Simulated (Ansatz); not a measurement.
# Lattice dynamics of CaCu3 (built on the sites of a database entry of MgAg3)

How does CaCu3 (built on the sites of a database entry of MgAg3) vibrate, and is this structure a minimum?

Main program and level: Ansatz 0.2.0; DFT LDA, scalar-relativistic, plane waves, PAW.

The structure was built from a prototype and need not be the compound's stable phase.

### 1. Starting point

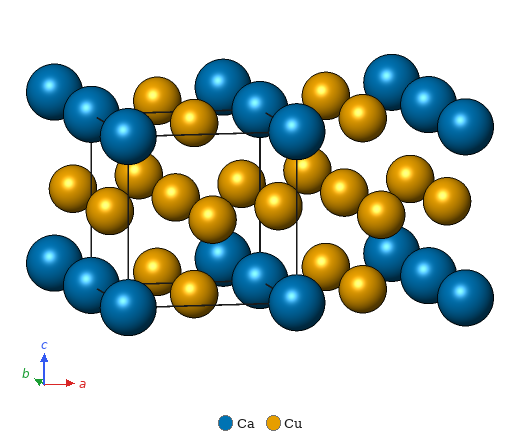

Start, viewed slightly off an axis; calcium blue, copper orange. 2×2×1 cells are drawn. Some periodic images of atoms are drawn too.

### 2. Rough relaxation

A rough relaxation comes first, because large forces or stress need no tight tolerances yet.

input.yaml

```yaml
crystal:
  lattice:
    - [4.14547, 0.0, 0.0]
    - [0.0, 4.14547, 0.0]
    - [0.0, 0.0, 4.14547]
  atoms:
    - { symbol: Ca, position: [0.0, 0.0, 0.0] }
    - { symbol: Cu, position: [0.0, 0.5, 0.5] }
    - { symbol: Cu, position: [0.5, 0.0, 0.5] }
    - { symbol: Cu, position: [0.5, 0.5, 0.0] }
kpoints:
  mp_grid: { grid: [6, 6, 6] }
hamiltonian:
  xc: lda
scf:
  occupations: { method: gaussian, width: 0.1 }
output:
  forces: true
  stress: true
  eigenvalues: true
relax:
  adjacent_minimum: "off"
  f_tol: 0.05
  max_steps: 80
  cell: { stress_tol: 0.5 }
```

Command:

```sh
ansatz run input.yaml --threads 8 --pin off --max-ram 14336MiB --backend cpu --events-out ev --progress --plain --runs-dir out
```

Numbers of over 12 decimals in the logs are rounded to 6 here.

The program printed:

```text
The last accepted step is kept in <dir> (removed where the run ends without a failure and the disk answers)
Engine: ansatz 0.2.0, aarch64-unknown-linux-gnu
Pseudopotentials: kind: paw
Pseudopotential: Ca, paw, valence charge 10, recommended cutoff 420 eV (normal), Ca.paw.azcp
Pseudopotential: Cu, paw, valence charge 19, recommended cutoff 420 eV (normal), Cu.paw.azcp
Functional definition: SPW92
  exchange = slater_x
[...]
F+E_penalty+E_count = -21438.91359075 eV   max|allowed force component| = 2.488e-29 eV/Å   (the final SCF, on the basis selected at the relaxed cell)
  cell:  # Å, volume = 59.8714 Å³
    - [3.912068, 0, 0]
    - [0, 3.912068, 0.0]
    - [0, 0.0, 3.912068]
  atoms:
    - { symbol: Ca, position: [0, 0, 0] }
    - { symbol: Cu, position: [0, 0.500000, 0.5] }
    - { symbol: Cu, position: [0.5, 0, 0.5] }
    - { symbol: Cu, position: [0.5, 0.500000, 0] }
[key lines of the parts left out:]
SCF converged after 6 iterations
Free energy (F): -21438.913591 eV
Fermi energy:    13.376809 eV
P = ⅓ Tr σ = -0.0195 GPa (-0.195 kbar)
```

Run time: 5.1 s. Hardware: 8 threads of Arm Neoverse N1, shared host; peak memory 0.51 GiB.

Relaxation path:

```tsv
step	energy less that of the first step (eV)	largest force component (eV/Å)	pressure (GPa)	volume (Å³)
1	0.0000	0.0000	-10.05	71.24
2	-0.4141	0.0000	-1.96	61.32
3	-0.4224	0.0000	0.81	59.32
4	-0.4236	0.0000	0.00	59.87
5*	-0.4206	0.0000	-0.02	59.87
```

Relaxation steps marked * repeat the geometry before them on a plane-wave basis chosen anew for their cell, so energy and pressure can jump there.

Forces are held to the 48 operations that the run works with; a distortion that breaks them can't arise in this run.

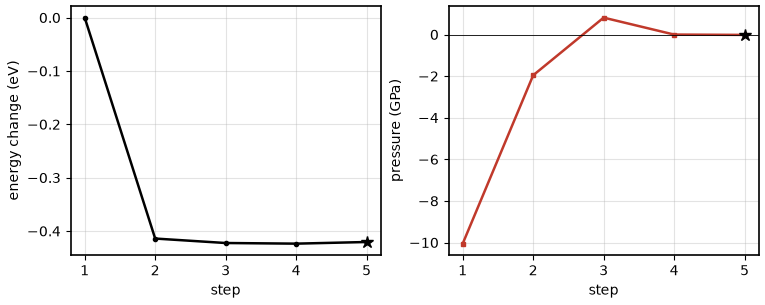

Energy and pressure along the relaxation. Stars mark steps on a basis chosen anew.

```tsv
conventional cell, symmetrised	before	after	change
a (Å)	4.145	3.912	-5.6 %
b (Å)	4.145	3.912	-5.6 %
c (Å)	4.145	3.912	-5.6 %
volume (Å³/atom)	17.81	14.97	-16.0 %
```

Numbers from this step:

| Property | Result |
| --- | --- |
| pressure | -0.01947 GPa |
| volume per atom | 14.97 Å³ |
| gap on the k-mesh | 0 eV |

In this step the volume went from 17.81 to 14.97 Å³/atom.

### 3. Relaxation

Harmonic phonons are second derivatives at a point where the forces vanish, and they are wanted at zero stress, so atoms and cell are relaxed first.

input.yaml

```yaml
crystal:
  lattice:
    - [3.9120676297, 0.0, 0.0]
    - [0.0, 3.9120676297, 0.0]
    - [0.0, 0.0, 3.9120676297]
  atoms:
    - { symbol: Ca, position: [0.0, 0.0, 0.0] }
    - { symbol: Cu, position: [0.0, 0.5, 0.5] }
    - { symbol: Cu, position: [0.5, 0.0, 0.5] }
    - { symbol: Cu, position: [0.5, 0.5, 0.0] }
kpoints:
  mp_grid: { grid: [12, 12, 12] }
hamiltonian:
  xc: lda
scf:
  occupations: { method: gaussian, width: 0.1 }
output:
  forces: true
  stress: true
  eigenvalues: true
  write_density: true
  write_potential: true
  elf: true
  volumetric_format: npy
relax:
  adjacent_minimum: "off"
  f_tol: 0.005
  max_steps: 80
  cell: { stress_tol: 0.05 }
```

The program printed:

```text
[...]
Crystal: 4 atoms, lattice volume = 59.871 Å³
Basis set: ecut = 420 eV, 1189 PW (Γ)
Bands: 41, of which v1, the nominal top of the filled ones, is band 34 counted from 1 (33 counted from 0)
Symmetry: 48 space group operations
[...]
k-points: 84 of 1728
[...]
SCF iter   1: F=—  HF=-21438.939533 eV  |F-HF|=—  |Δ(HF+E_count)|=         —  Δρ=1.69e-2  dr2=7.74e-2  ethr=1.77e-3  ⟨swp⟩=8.2  Hψ=15061  notcnv=0  defer=2
[...]
SCF iter   7: F=-21438.917630 eV  HF=-21438.917630 eV  |F-HF|=2.45e-8  |Δ(HF+E_count)|=   2.00e-7  Δρ=1.16e-5  dr2=5.02e-8  ethr=1.49e-10  ⟨swp⟩=12.0  Hψ=24281  notcnv=0
SCF 1 converged in 7 iterations: F = -21438.917630 eV  dr2 = 5.02e-8
[...]
relax step   1: F+E_penalty+E_count = -21438.91762953 eV  Δ(F+E_penalty+E_count) = +0.000e0 eV  max|allowed force component| = 6.495e-29 eV/Å  Δτ_max = 0.0000 Å  P = -0.097 GPa  Ω = 59.871 Å³  (7 SCF iters, dr2 threshold 1.00e-7 eV, accepted)
Crystal: 4 atoms, lattice volume = 59.812 Å³
[...]
SCF iter   6: F=-21438.917671 eV  HF=-21438.917671 eV  |F-HF|=1.54e-9  |Δ(HF+E_count)|=   5.05e-9  Δρ=1.18e-6  dr2=1.67e-9  ethr=3.48e-11  ⟨swp⟩=6.9  Hψ=18032  notcnv=0
SCF 2 converged in 6 iterations: F = -21438.917671 eV  dr2 = 1.67e-9
[...]
relax step   2: F+E_penalty+E_count = -21438.91767076 eV  Δ(F+E_penalty+E_count) = -4.123e-5 eV  max|allowed force component| = 1.657e-29 eV/Å  Δτ_max = 0.0000 Å  P = -0.011 GPa  Ω = 59.812 Å³  energy of the carried Pulay correction = +2.123e-5 eV  (6 SCF iters, dr2 threshold 2.33e-8 eV, accepted)
[...]
SCF iter   6: F=-21438.917653 eV  HF=-21438.917653 eV  |F-HF|=3.64e-12  |Δ(HF+E_count)|=  7.28e-12  Δρ=1.23e-7  dr2=6.61e-12  ethr=1.00e-12  ⟨swp⟩=4.0  Hψ=14193  notcnv=0
SCF 3 converged in 6 iterations: F = -21438.917653 eV  dr2 = 6.61e-12
relax step   3: F+E_penalty+E_count = -21438.91765252 eV  Δ(F+E_penalty+E_count) = +1.824e-5 eV  max|allowed force component| = 1.459e-29 eV/Å  Δτ_max = 0.0000 Å  P = -0.011 GPa  Ω = 59.812 Å³  stress off target by 1.12e-2 GPa  SCF on the basis re-selected at this cell (its energy is not comparable with the rows above)  (6 SCF iters)
[...]
SCF converged after 6 iterations
Free energy (F): -21438.917653 eV
[...]
Internal energy: -21438.909303 eV  (E = F + TS)
E sigma→0 (E₀):  -21438.913478 eV
Entropy (-TS):   -0.008349 eV (-2.087 meV/atom)
Fermi energy:    13.399713 eV
[...]
--- Stress (GPa, compression-positive) ---
       -0.011231       0.000000       0.000000
        0.000000      -0.011231      -0.000000
        0.000000      -0.000000      -0.011231
  P = ⅓ Tr σ = -0.0112 GPa (-0.112 kbar)
--- Band table (eV; the first three rows and the last of 84) ---
  k-point 0: bands = [... 30 lower, 11.2770, 11.2770, 15.1573, 15.1573, 15.2524, 15.2524, 15.2524, 18.5843, ... 3 higher]
  k-point 1: bands = [... 30 lower, 11.2233, 11.2771, 14.2314, 15.1620, 15.2627, 15.2627, 16.0161, 18.5766, ... 3 higher]
  k-point 2: bands = [... 30 lower, 11.0776, 11.2772, 13.1796, 15.1759, 15.2690, 15.2690, 16.6611, 18.5687, ... 3 higher]
  k-point 83: bands = [... 30 lower, 11.1298, 12.2852, 13.6102, 13.6102, 13.6102, 13.7234, 13.7234, 13.7234, ... 3 higher]
--- Relaxed structure (2 steps of the walk, 2 accepted, 1 SCFs on fresh bases) ---
[...]
cell:  # Å, volume = 59.8119 Å³
    - [3.910771, 0, 0]
    - [0, 3.910771, 0.0]
    - [0, 0.0, 3.910771]
  atoms:
    - { symbol: Ca, position: [0, 0, 0] }
    - { symbol: Cu, position: [0, 0.5, 0.5] }
    - { symbol: Cu, position: [0.5, 0, 0.5] }
    - { symbol: Cu, position: [0.5, 0.5, 0] }
```

It took 9.3 s on 8 threads; peak memory 0.6 GiB.

Little changed from the start: no atom moved by 0.005 Å and no cell edge by 0.1 %.

This step gave:

```yaml
pressure: -0.01123 GPa
volume_per_atom: 14.95 Å³
```

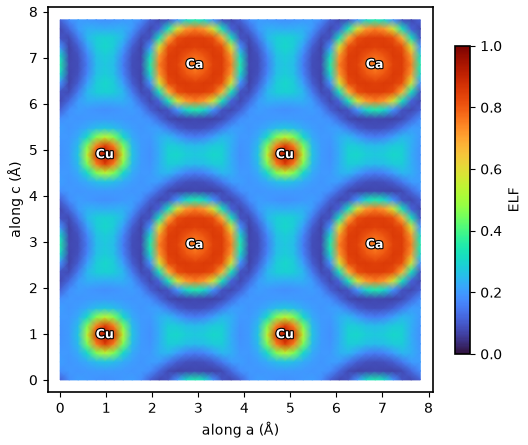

ELF in the ac plane at fractional y = 1.000, with atoms of Ca and Cu within 0.2 Å of it. It is the smooth field of the valence electrons, not physical close to the nuclei. The map starts off the cell's origin, so that atoms lie inside it.

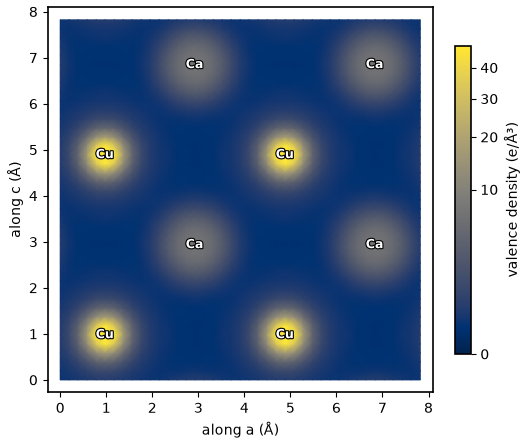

Valence density in the ac plane at fractional y = 1.000, with atoms of Ca and Cu within 0.2 Å of it. It is the smooth field of the valence electrons, not physical close to the nuclei. The map starts off the cell's origin, so that atoms lie inside it. The colour scale is stretched toward low values.

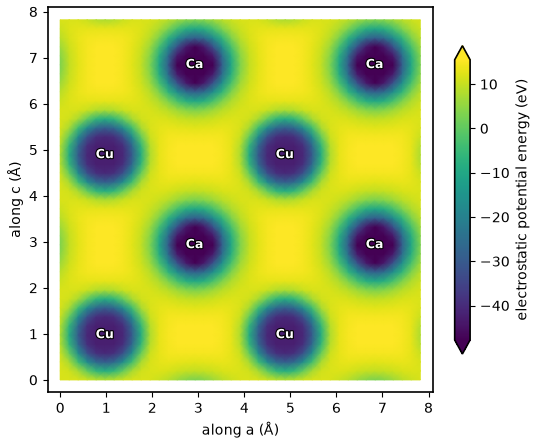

Electrostatic potential energy in the ac plane at fractional y = 1.000, with atoms of Ca and Cu within 0.2 Å of it. With pseudopotentials it is smooth inside the atoms' cores, unlike the true potential. The map starts off the cell's origin, so that atoms lie inside it.

In this step the volume went from 14.97 to 14.95 Å³/atom.

### 4. Tight relaxation

Phonons need a cell at rest on their own settings, so the relaxation is repeated with tight tolerances on forces and stress on the k mesh and occupations of the first response run.

input.yaml

```yaml
crystal:
  lattice:
    - [3.9107714151, 0.0, 0.0]
    - [0.0, 3.9107714151, 0.0]
    - [0.0, 0.0, 3.9107714151]
  atoms:
    - { symbol: Ca, position: [0.0, 0.0, 0.0] }
    - { symbol: Cu, position: [0.0, 0.5, 0.5] }
    - { symbol: Cu, position: [0.5, 0.0, 0.5] }
    - { symbol: Cu, position: [0.5, 0.5, 0.0] }
kpoints:
  mp_grid: { grid: [12, 12, 12] }
hamiltonian:
  xc: lda
scf:
  occupations: { method: methfessel_paxton, width: 0.2 }
output:
  forces: true
  stress: true
  eigenvalues: true
relax:
  adjacent_minimum: "off"
  f_tol: 0.001
  max_steps: 60
  cell: { stress_tol: 0.01 }
```

The program printed:

```text
[...]
Crystal: 4 atoms, lattice volume = 59.812 Å³
Basis set: ecut = 420 eV, 1189 PW (Γ)
Bands: 41, of which v1, the nominal top of the filled ones, is band 34 counted from 1 (33 counted from 0)
Symmetry: 48 space group operations
[...]
k-points: 84 of 1728
[...]
--- Relaxed structure (1 steps of the walk, 1 accepted, 1 SCFs on fresh bases) ---
[...]
cell:  # Å, volume = 59.8119 Å³
    - [3.9107714151, 0.0, 0.0]
    - [0.0, 3.9107714151, 0.0]
    - [0.0, 0.0, 3.9107714151]
  atoms:
    - { symbol: Ca, position: [0.0, 0.0, 0.0] }
    - { symbol: Cu, position: [0.0, 0.5, 0.5] }
    - { symbol: Cu, position: [0.5, 0.0, 0.5] }
    - { symbol: Cu, position: [0.5, 0.5, 0.0] }
[key lines of the parts left out:]
SCF converged after 7 iterations
Free energy (F): -21438.912794 eV
Fermi energy:    13.398445 eV
P = ⅓ Tr σ = -0.0082 GPa (-0.082 kbar)
```

The job ended after 6.5 s (8 threads; peak memory 0.59 GiB).

Little changed from the start: no atom moved by 0.005 Å and no cell edge by 0.1 %.

Numbers from this step:

```yaml
pressure: -0.008174 GPa
```

The forces vanish by symmetry and the pressure is -0.008 GPa, within the tolerances set. The cell now holds 14.95 Å³/atom.

### 5. Zone-centre response

The zone centre comes first: it holds the modes that light can see, as far as symmetry allows. No field response is asked, since the mesh shows no gap.

input.yaml: that of step 4 with these lines changed.

```diff
@@ -17,9 +17,4 @@
 output:
-  forces: true
-  stress: true
   eigenvalues: true
-relax:
-  adjacent_minimum: "off"
-  f_tol: 0.001
-  max_steps: 60
-  cell: { stress_tol: 0.01 }
+phonons:
+  method: dfpt
```

The program printed:

```text
zone centre: on kpoints.mp_grid the ground state, and the responses unless they are solved on pairs of k-points, stand on 343 of the mesh's 1728 k-points, reduced under 8 symmetry operations, with k and −k counted as one. Each operation leaves every solved displacement unchanged or reverses it
[...]
Crystal: 4 atoms, lattice volume = 59.812 Å³
Basis set: ecut = 420 eV, 1189 PW (Γ), exchange–correlation on 54×54×54 points (8 copies of the dense FFT grid, shifted against one another)
Bands: 41, of which v1, the nominal top of the filled ones, is band 34 counted from 1 (33 counted from 0)
Symmetry: 48 space group operations
k-points: 343 of 1728 (irreducible under 8 space group operations)
[...]
SCF iter   1: F=—  HF=-21438.934387 eV  |F-HF|=—  |Δ(HF+E_count)|=         —  Δρ=1.67e-2  dr2=7.52e-2  ethr=1.77e-3  ⟨swp⟩=8.0  Hψ=60356  notcnv=0
[...]
SCF iter  10: F=-21438.912795 eV  HF=-21438.912795 eV  |F-HF|=3.64e-12  |Δ(HF+E_count)|=  5.46e-11  S|Δr|=    0.00e0  Δρ=9.98e-8  dr2=7.25e-12  ethr=1.00e-12  ⟨swp⟩=8.2  Hψ=73708  notcnv=0
SCF 1 converged in 10 iterations: F = -21438.912795 eV  dr2 = 7.25e-12
[...]
DFPT response loops at Γ: preconditioner auto → Kerker (q_TF=auto, 2.780 Å⁻¹) (partly filled bands, converged f_vac=0.000); β = 1.00, the filter's whole step (`scf.mixing.beta` (0.50) is not read by the response loops under this deck's `scf.mixing.preconditioner`; to damp them name `kerker` or `kerker_dos`, under which they read `scf.mixing.beta`, and type it under 1.00, their step now; both keys bind the ground state too); Broyden in place of MSR1
SCF converged after 10 iterations
[...]
Free energy (F): -21438.912795 eV
[...]
Internal energy: -21438.914077 eV  (E = F + TS)
E sigma→0 (E₀):  -21438.913115 eV
Entropy (-TS):   0.001282 eV (0.321 meV/atom)
Fermi energy:    13.398445 eV
[...]
--- Band table (eV; the first three rows and the last of 343) ---
  k-point 0: bands = [... 30 lower, 11.2781, 11.2781, 15.1574, 15.1574, 15.2525, 15.2525, 15.2525, 18.5838, ... 3 higher]
  k-point 1: bands = [... 30 lower, 11.2244, 11.2782, 14.2316, 15.1621, 15.2628, 15.2628, 16.0162, 18.5761, ... 3 higher]
  k-point 2: bands = [... 30 lower, 11.0787, 11.2783, 13.1799, 15.1761, 15.2690, 15.2690, 16.6610, 18.5682, ... 3 higher]
  k-point 342: bands = [... 30 lower, 11.1308, 12.2854, 13.6107, 13.6107, 13.6107, 13.7234, 13.7234, 13.7234, ... 3 higher]
--- Phonons (Γ-DFPT): 3 representative perturbations + reference, on 343 of 1728 k-points (Σ response iterations 11) ---
  k mesh reduced under 8 symmetry operations, with k and −k counted as one. Each operation leaves every solved displacement unchanged or reverses it
  ASR residual: 9.866e-5 → 0.000e0 eV/Å²; symmetrization residual: 7.876e-6 eV/Å²
  ASR residual per site (eV/Å²): 9.87e-5 6.04e-5 6.04e-5 6.04e-5
  Γ frequencies (cm⁻¹): -48.49 -48.49 -48.49 0.00 0.00 0.00 143.74 143.74 143.74 258.06 258.06 258.06
  non-analytic LO–TO correction: not included (Born effective charges unavailable; polar crystals: no LO–TO splitting at Γ)
```

Wall time 98 s (8 threads); peak memory 2.6 GiB; 12 min of CPU time.

This step gave:

- sum-rule residual before enforcement: 9.87e-5 eV/Å²
- point group: m-3m
- highest optical mode at the zone centre (no LO-TO term): 258.1 cm⁻¹
- lowest optical zone-centre mode: -48.49 cm⁻¹

Patterns of degenerate modes are one choice out of their space. The modes at Γ (shares of kinetic energy by element, %) (negative means imaginary):

```tsv
mode	frequency (cm⁻¹)	symmetry	Ca %	Cu %
1	-48.5	T1u	10	90
2	-48.5	T1u	10	90
3	-48.5	T1u	10	90
4	0.0	acoustic	17	83
5	0.0	acoustic	17	83
6	0.0	acoustic	17	83
7	143.7	T2u	0	100
8	143.7	T2u	0	100
9	143.7	T2u	0	100
10	258.1	T1u	73	27
11	258.1	T1u	73	27
12	258.1	T1u	73	27
```

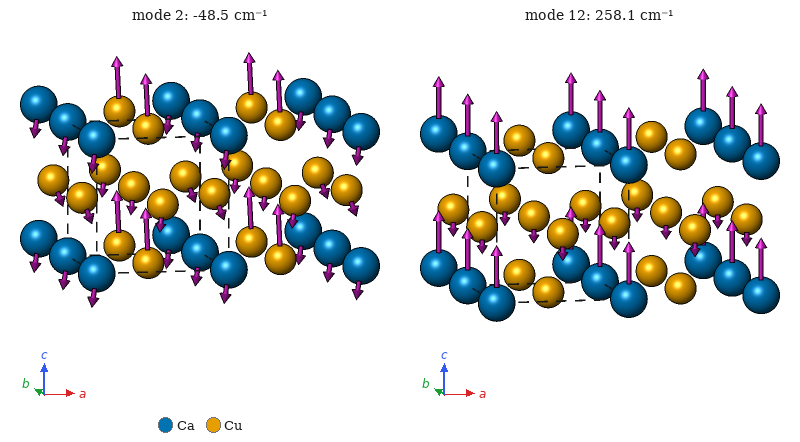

Displacement patterns of modes 2 and 12 at Γ; arrows are exaggerated. 2×2×1 cells are drawn. Some periodic images of atoms are drawn too.

Before it was imposed, the acoustic sum rule was missed by 9.9e-5 eV/Å². Small misses are needed for a sound result but don't prove that mesh and cutoff are converged. The lowest optical mode is imaginary, 48.5i cm⁻¹, so the energy falls along it.

[end of part 1 of 2]

[Logs are printed without paths, hosts, clocks, repeated set-up lines and the standing remarks that a program may print on its own settings, such as how far it seeks lower states.]

[Hosts, paths, dates, database ids (printed as entryN), source tags and the programs' standing remarks are cut or masked in the printed files.]
